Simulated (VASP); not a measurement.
Energy against volume of SrTiO3 (cubic perovskite). Computed with r2SCAN meta-GGA, VASP's PBE PAW potentials (set 64) (plane waves; VASP).

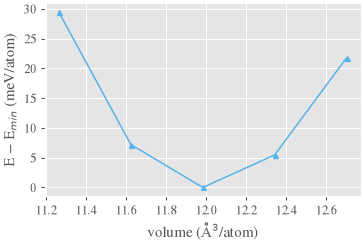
Fig. 1. Energy against volume

Estimate the equilibrium volume and the bulk modulus.

The minimum lies near 12.0 Å³/atom, and the curvature gives B0 of about 190 GPa.

Measured: a 3.890 Å at 0 K (computed value off by +0.6 %), as given by D. I. Bilc et al., Physical Review B (2008), arXiv:0805.0753 [cubic phase extrapolated to 0 K].

The compound is SrTiO3 in the cubic perovskite structure, the ideal cubic form; the compound distorts at low or room temperature. It was relaxed first.
